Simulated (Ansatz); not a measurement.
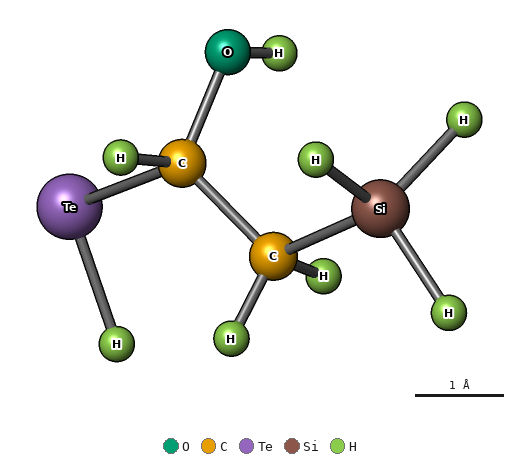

Fig. 1: The input geometry (ball-and-stick view, seen at a tilt).

**Nudged elastic band, with input and output: C₂H₈OSiTe**

- system: C₂H₈OSiTe, SMILES OC([TeH])C[SiH3]
- method: RKS PBE0-D4/def2-SVP (Ansatz 0.2.0)

It belongs to a series of runs on one base structure; here: band between the two ends.

Input file:
```yaml
crystal:
  periodic: [false, false, false]
  atoms:
    - { symbol: O, position_ang: [0.010506, 0.298303, 1.820556] }
    - { symbol: C, position_ang: [0.762249, -0.183055, 0.759488] }
    - { symbol: Te, position_ang: [1.688723, -2.125314, 1.343058] }
    - { symbol: C, position_ang: [-0.008373, -0.286204, -0.540684] }
    - { symbol: Si, position_ang: [-0.974502, 1.311629, -0.90425] }
    - { symbol: H, position_ang: [-0.725399, -0.309311, 1.972527] }
    - { symbol: H, position_ang: [1.613623, 0.502746, 0.650199] }
    - { symbol: H, position_ang: [1.406694, -2.840143, -0.134496] }
    - { symbol: H, position_ang: [-0.726949, -1.124512, -0.513465] }
    - { symbol: H, position_ang: [0.677942, -0.489925, -1.378278] }
    - { symbol: H, position_ang: [-1.42923, 1.283018, -2.32868] }
    - { symbol: H, position_ang: [-0.094625, 2.500515, -0.698618] }
    - { symbol: H, position_ang: [-2.180358, 1.427553, -0.032356] }
basis:
  gaussian: { orbitals: def2-SVP }
hamiltonian:
  xc: pbe0
  dispersion: d4
neb:
  order_check: false
  images: 5
  f_tol: 0.05
  max_iterations: 52
  initial_path: idpp
  final_atoms:
    - { symbol: O, position_ang: [-0.34443965, 0.02179617, 1.64551694] }
    - { symbol: C, position_ang: [0.47491975, -0.44024298, 0.62695614] }
    - { symbol: Te, position_ang: [1.14958167, -2.51717932, 1.10566248] }
    - { symbol: C, position_ang: [-0.28149122, -0.34871426, -0.67514635] }
    - { symbol: Si, position_ang: [-0.99494965, 1.39397903, -0.94363545] }
    - { symbol: H, position_ang: [0.16251101, 0.05342342, 2.46547433] }
    - { symbol: H, position_ang: [1.42548946, 0.1188674, 0.5631411] }
    - { symbol: H, position_ang: [2.69447756, -2.24313809, 0.54545943] }
    - { symbol: H, position_ang: [-1.11563433, -1.06962105, -0.69148858] }
    - { symbol: H, position_ang: [0.38029533, -0.60887946, -1.51491501] }
    - { symbol: H, position_ang: [-1.33728233, 1.55989662, -2.39114925] }
    - { symbol: H, position_ang: [0.03463271, 2.41814426, -0.58247102] }
    - { symbol: H, position_ang: [-2.22780931, 1.62696826, -0.13840376] }
```

Machine: 2 threads of Intel Xeon (Sapphire Rapids), 16 GiB of memory available, shared host.

Launched with:
```bash
ansatz run input.yaml --threads 2 --pin off --max-ram 3072MiB --backend cpu --events-out ev --progress --plain --runs-dir out
```

What the program printed:
```
Engine: ansatz 0.2.0, x86_64-unknown-linux-gnu
Functional definition: PBE0
  parameter a = 0.25
  parameter kappa = 0.804
  parameter beta = 0.06672455060314922
  exchange = (1 - a)*pbe_x(kappa = kappa, mu = beta*pi^2/3) + a*exact_x
  correlation = pbe_c(beta = beta)
1472 factors; integrals over basis functions are off by at most 3.0e-4 eV
mean field evaluation 1: about -19402.7055 eV, gradient 4.9e1 eV
mean field evaluation 2: about -19397.0258 eV, gradient 6.9e1 eV
mean field evaluation 4: about -19408.0406 eV, gradient 3.3e0 eV
mean field evaluation 8: about -19408.0990 eV, gradient 1.1e-1 eV
mean field evaluation 16: about -19408.0991 eV, gradient 4.9e-5 eV
mean field -19408.09908744 eV, -713.2344861812 hartree, gradient 4.9e-5 eV, S^2 0.000000; 0 other end points of the search recorded, 0 dependent functions left out
the calculation of the forces begins
reference -19408.09911705 eV, -713.2344872696 hartree; 33, 33 occupied and 93, 93 virtual orbitals, 1472 factors
1472 factors; integrals over basis functions are off by at most 2.8e-4 eV
mean field evaluation 32: about -19408.0920 eV, gradient 3.6e-5 eV
mean field -19408.09199329 eV, -713.2342254761 hartree, gradient 3.7e-5 eV, S^2 0.000000; 0 other end points of the search recorded, 0 dependent functions left out
[... from here on the field's lines of each further geometry are left out, up to the last ...]
NEB iter   1: max|band force component| = 7.326e-1 eV/Å  barrier→ = 0.2992 eV  barrier← = 0.2885 eV  Δτ_max = 0.1002 Å  (194 SCF iters)
NEB iter   2: max|band force component| = 3.144e-1 eV/Å  barrier→ = 0.2632 eV  barrier← = 0.2525 eV  CI = image 3  Δτ_max = 0.1241 Å  (155 SCF iters)
NEB iter   3: max|band force component| = 3.093e-1 eV/Å  barrier→ = 0.2535 eV  barrier← = 0.2428 eV  CI = image 3  Δτ_max = 0.0921 Å  (155 SCF iters)
NEB iter   4: max|band force component| = 1.630e-1 eV/Å  barrier→ = 0.2526 eV  barrier← = 0.2419 eV  CI = image 3  Δτ_max = 0.0313 Å  (150 SCF iters)
NEB iter   5: max|band force component| = 8.250e-2 eV/Å  barrier→ = 0.2518 eV  barrier← = 0.2411 eV  CI = image 3  Δτ_max = 0.0148 Å  (146 SCF iters)
NEB iter   6: max|band force component| = 6.353e-2 eV/Å  barrier→ = 0.2515 eV  barrier← = 0.2408 eV  CI = image 3  Δτ_max = 0.0145 Å  (140 SCF iters)
the calculation of the forces begins
reference -19408.08393112 eV, -713.2339291968 hartree; 33, 33 occupied and 93, 93 virtual orbitals, 1472 factors
1472 factors; integrals over basis functions are off by at most 2.7e-4 eV
mean field -19407.85021555 eV, -713.2253403080 hartree, gradient 9.6e-6 eV, S^2 0.000000; 1 other end points of the search recorded, 0 dependent functions left out
the calculation of the forces begins
reference -19407.85024533 eV, -713.2253414026 hartree; 33, 33 occupied and 93, 93 virtual orbitals, 1472 factors
NEB iter   7: max|band force component| = 2.997e-2 eV/Å  barrier→ = 0.2512 eV  barrier← = 0.2405 eV  CI = image 3  Δτ_max = 0.0000 Å  (285 SCF iters)
```

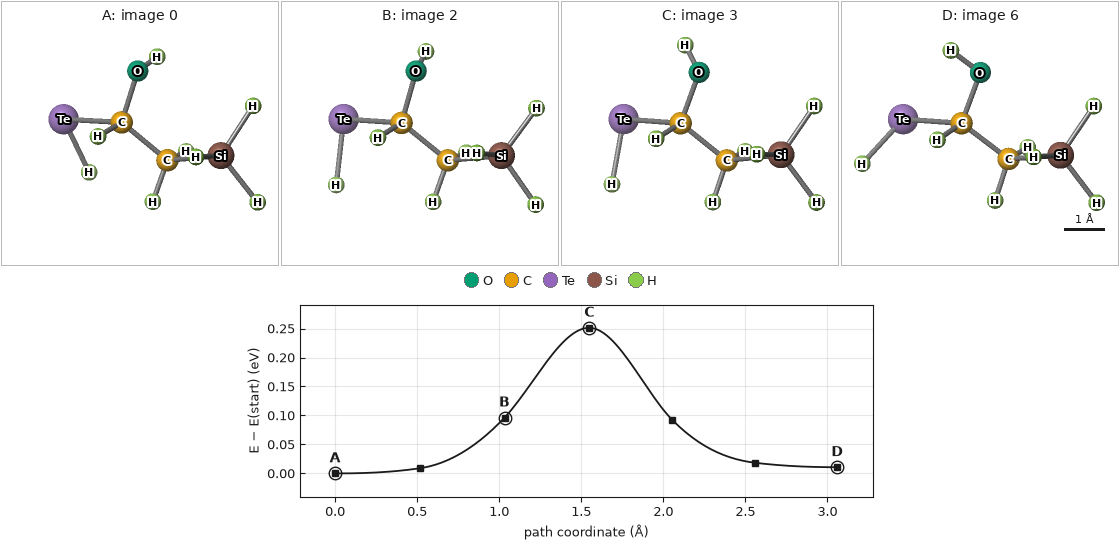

Fig. 2: Images of the last band (counted from 0; ball-and-stick, seen at a tilt) above the energy along the path; the line is a cubic interpolation that uses the forces. The highest image is number 3, 0.251 eV above the start and 0.241 eV above the end (the climbing image); the end lies 0.011 eV above the start. The path is 3.06 Å long. The band converged in 7 iterations.

```
Total energy: -19408.13543143 eV, -713.2358217982 hartree
Atom 0 at    -0.034161     0.327011     1.726793 Å, force    -0.009167     0.002636    -0.002435 eV/Å
Atom 1 at     0.656085    -0.289089     0.677579 Å, force    -0.002330    -0.006830     0.007711 eV/Å
Atom 2 at     1.351631    -2.310218     1.285531 Å, force     0.009383    -0.001746     0.001060 eV/Å
Atom 3 at    -0.196675    -0.322092    -0.570041 Å, force     0.006711     0.004529    -0.002313 eV/Å
Atom 4 at    -1.026394     1.355744    -0.911538 Å, force    -0.003007     0.003740    -0.002486 eV/Å
Atom 5 at    -0.113404    -0.234925     2.500685 Å, force     0.000394    -0.002207     0.004608 eV/Å
Atom 6 at     1.593496     0.260381     0.488392 Å, force    -0.000736     0.000551    -0.005004 eV/Å
Atom 7 at     2.118384    -2.560219    -0.167967 Å, force    -0.004148    -0.000693    -0.000199 eV/Å
Atom 8 at    -0.996505    -1.076251    -0.479991 Å, force     0.002859    -0.001504     0.003336 eV/Å
Atom 9 at     0.414467    -0.601253    -1.443546 Å, force    -0.003736     0.001369    -0.001733 eV/Å
Atom 10 at    -1.505926     1.360438    -2.329385 Å, force    -0.001241     0.001486    -0.000754 eV/Å
Atom 11 at    -0.041869     2.467747    -0.741166 Å, force     0.003040    -0.001171    -0.001014 eV/Å
Atom 12 at    -2.198828     1.588025    -0.020344 Å, force     0.001980    -0.000158    -0.000778 eV/Å
Dipole moment:     0.061736    -0.175130    -0.008045 e Å
this run last wrote the band of iteration 7 to [file]
```

The last band as extended XYZ (Å, eV, eV/Å):
```
13
Properties=species:S:1:pos:R:3:forces:R:3 image=0 energy=-19408.38665
O     0.0105    0.2983    1.8206    0.0011  -0.0010  -0.0037
C     0.7622   -0.1831    0.7595    0.0020  -0.0016   0.0052
Te    1.6887   -2.1253    1.3431   -0.0006  -0.0051  -0.0072
C    -0.0084   -0.2862   -0.5407   -0.0025   0.0020  -0.0080
Si   -0.9745    1.3116   -0.9042    0.0010  -0.0052  -0.0005
H    -0.7254   -0.3093    1.9725   -0.0002   0.0009   0.0021
H     1.6136    0.5027    0.6502   -0.0004   0.0012   0.0007
H     1.4067   -2.8401   -0.1345    0.0008   0.0045   0.0082
H    -0.7269   -1.1245   -0.5135   -0.0001   0.0005   0.0003
H     0.6779   -0.4899   -1.3783    0.0001  -0.0002   0.0012
H    -1.4292    1.2830   -2.3287    0.0001  -0.0002  -0.0013
H    -0.0946    2.5005   -0.6986    0.0018   0.0037   0.0006
H    -2.1804    1.4276   -0.0324   -0.0031   0.0003   0.0023
13
Properties=species:S:1:pos:R:3:forces:R:3 image=1 energy=-19408.37777
O     0.0648    0.3054    1.8238   -0.0137  -0.0095   0.0024
C     0.7424   -0.2175    0.7316    0.0121   0.0101   0.0088
Te    1.6134   -2.1735    1.3504    0.0186   0.0067  -0.0050
C    -0.1017   -0.3183   -0.5209    0.0089   0.0077   0.0012
Si   -0.9885    1.3251   -0.8916   -0.0017  -0.0085   0.0038
H    -0.7046   -0.2516    2.0009   -0.0180   0.0059  -0.0130
H     1.6095    0.4357    0.5656    0.0050   0.0034  -0.0012
H     1.7997   -2.7301   -0.2082   -0.0272  -0.0109  -0.0039
H    -0.8597   -1.1161   -0.4270    0.0075   0.0000   0.0031
H     0.5260   -0.5873   -1.3856    0.0059   0.0030  -0.0003
H    -1.4639    1.3100   -2.3094   -0.0050  -0.0056   0.0023
H    -0.0429    2.4668   -0.7100    0.0010   0.0005  -0.0032
H    -2.1741    1.5168   -0.0044    0.0066  -0.0027   0.0050
13
Properties=species:S:1:pos:R:3:forces:R:3 image=2 energy=-19408.29033
O     0.1159    0.3423    1.8085    0.1095  -0.0036   0.0477
C     0.7028   -0.2608    0.7001    0.0405   0.0297   0.0250
Te    1.4680   -2.2528    1.3258    0.0967   0.0350   0.0111
C    -0.1788   -0.3250   -0.5319    0.0156   0.0084   0.0307
Si   -1.0153    1.3441   -0.9035    0.0022  -0.0109   0.0156
H    -0.4908   -0.2680    2.2412   -0.2292  -0.0094  -0.1648
H     1.6085    0.3218    0.4848    0.0209   0.0280  -0.0338
H     2.0687   -2.6082   -0.1840   -0.0577  -0.0471  -0.0338
H    -0.9642   -1.0947   -0.4404    0.0073  -0.0076   0.0467
H     0.4314   -0.6082   -1.4060   -0.0161  -0.0096   0.0180
H    -1.4784    1.3405   -2.3269   -0.0043  -0.0118   0.0164
H    -0.0441    2.4648   -0.7238    0.0061  -0.0031   0.0042
H    -2.2034    1.5695   -0.0289    0.0084   0.0020   0.0169
13
Properties=species:S:1:pos:R:3:forces:R:3 image=3 energy=-19408.13540
O    -0.0342    0.3270    1.7268   -0.0092   0.0026  -0.0024
C     0.6561   -0.2891    0.6776   -0.0023  -0.0068   0.0077
Te    1.3516   -2.3102    1.2855    0.0094  -0.0017   0.0011
C    -0.1967   -0.3221   -0.5700    0.0067   0.0045  -0.0023
Si   -1.0264    1.3557   -0.9115   -0.0030   0.0037  -0.0025
H    -0.1134   -0.2349    2.5007    0.0004  -0.0022   0.0046
H     1.5935    0.2604    0.4884   -0.0007   0.0006  -0.0050
H     2.1184   -2.5602   -0.1680   -0.0041  -0.0007  -0.0002
H    -0.9965   -1.0763   -0.4800    0.0029  -0.0015   0.0033
H     0.4145   -0.6013   -1.4435   -0.0037   0.0014  -0.0017
H    -1.5059    1.3604   -2.3294   -0.0012   0.0015  -0.0008
H    -0.0419    2.4677   -0.7412    0.0030  -0.0012  -0.0010
H    -2.1988    1.5880   -0.0203    0.0020  -0.0002  -0.0008
13
Properties=species:S:1:pos:R:3:forces:R:3 image=4 energy=-19408.29372
O    -0.1862    0.1585    1.7036   -0.1019  -0.1349  -0.0191
C     0.6043   -0.3348    0.6726   -0.0639  -0.0382   0.0058
Te    1.2815   -2.3894    1.2216   -0.0491  -0.0554  -0.0375
C    -0.2195   -0.3201   -0.5882   -0.0089  -0.0027  -0.0168
Si   -1.0331    1.3688   -0.9051   -0.0025   0.0110  -0.0100
H     0.2297    0.0047    2.5570    0.2010   0.1762   0.0475
H     1.5441    0.2334    0.5411   -0.0487  -0.0040   0.0625
H     2.1786   -2.5579   -0.1693    0.0629   0.0179   0.0231
H    -1.0265   -1.0672   -0.5113   -0.0058  -0.0006  -0.0386
H     0.3976   -0.5948   -1.4572    0.0093   0.0131  -0.0064
H    -1.5334    1.3862   -2.3150    0.0011   0.0139  -0.0075
H    -0.0305    2.4669   -0.7424    0.0058  -0.0007   0.0020
H    -2.1862    1.6110    0.0077    0.0007   0.0045  -0.0052
13
Properties=species:S:1:pos:R:3:forces:R:3 image=5 energy=-19408.36819
O    -0.1647    0.0946    1.7110   -0.0005  -0.0024  -0.0003
C     0.5590   -0.4004    0.6359   -0.0175  -0.0144   0.0025
Te    1.2120   -2.4790    1.1347    0.0010  -0.0057  -0.0067
C    -0.3002   -0.3415   -0.6014    0.0006  -0.0063  -0.0042
Si   -1.0545    1.3816   -0.8761    0.0008   0.0056  -0.0001
H     0.4223    0.1879    2.4703    0.0111   0.0122  -0.0037
H     1.5065    0.1447    0.4805   -0.0054  -0.0037  -0.0049
H     2.4320   -2.4749    0.0003    0.0183   0.0093   0.0149
H    -1.1270   -1.0673   -0.5321   -0.0045  -0.0013   0.0010
H     0.2955   -0.6226   -1.4835   -0.0096  -0.0006  -0.0036
H    -1.5674    1.4555   -2.2799    0.0022   0.0085   0.0002
H    -0.0063    2.4348   -0.6996    0.0047  -0.0040   0.0057
H    -2.1868    1.6519    0.0550   -0.0012   0.0029  -0.0007
13
Properties=species:S:1:pos:R:3:forces:R:3 image=6 energy=-19408.37595
O    -0.1308    0.1171    1.6722    0.0071  -0.0024   0.0009
C     0.5601   -0.3956    0.5850    0.0035   0.0068   0.0070
Te    1.3321   -2.4313    1.0930    0.0079  -0.0003  -0.0062
C    -0.3590   -0.3925   -0.6114   -0.0007  -0.0022  -0.0005
Si   -1.1359    1.3218   -0.8868   -0.0014   0.0030  -0.0014
H     0.4766    0.2047    2.4164   -0.0051  -0.0015  -0.0046
H     1.4832    0.1703    0.3661   -0.0053  -0.0019  -0.0004
H     2.7865   -2.1726    0.3225   -0.0076  -0.0004   0.0051
H    -1.1737   -1.1233   -0.4775   -0.0001   0.0014  -0.0008
H     0.1945   -0.6949   -1.5131    0.0000  -0.0008   0.0006
H    -1.6645    1.3954   -2.2850    0.0002  -0.0009   0.0026
H    -0.0892    2.3785   -0.7225   -0.0010  -0.0016  -0.0014
H    -2.2595    1.5879    0.0562    0.0023   0.0007  -0.0010
```

Key numbers:

- outcome: converged
- barrier, forward: 0.251 eV
- barrier, backward: 0.240 eV
- wall time: 2.7 min (CPU time 5.2 min)
- peak memory: 0.36 GiB

Remarks:

The order of the saddle point was not checked.
